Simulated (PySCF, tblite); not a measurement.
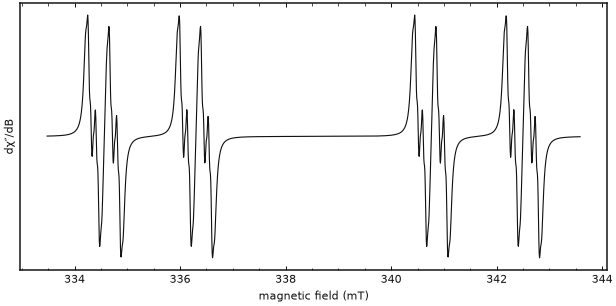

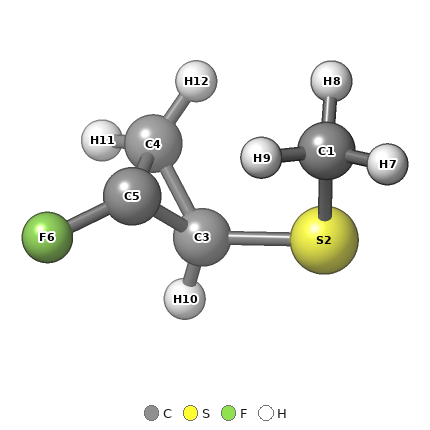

First-order isotropic EPR spectrum (fast tumbling, first derivative) of C₄H₆FS, SMILES CS[C@@H]1C[C]1F, doublet at 9.50 GHz, Lorentzian lines of 0.09 mT full width at half height, from computed g and hyperfine couplings (B3LYP/pcH-1 in PySCF 2.14.0, at a GFN2-xTB geometry (a minimum by its frequencies), gas phase); values of one conformer, averaged over methyl-type rotors alone; other conformers aren't averaged in; no vibrational averaging; dilute isotopes left out. The SMILES is one Lewis form and needn't show where the spin sits.

Which couplings does the calculation give? The spectrum shows the sizes of those above the line width, not their signs.

Answer.
```
    nuclei  isotope  a (mT)  a (MHz)
        F6      ¹⁹F    6.20    173.9
       H12       ¹H    1.73     48.6
       H11       ¹H    0.41     11.4
       H10       ¹H    0.14      3.8
H7, H8, H9       ¹H    0.05      1.4
```

What is the g value, and how wide is the spectrum?

Answer. g_iso = 2.0050, which centres the spectrum at 338.5 mT; it spans 8.6 mT.

Note: the tight-binding geometry is rougher than a DFT one and adds to the error.
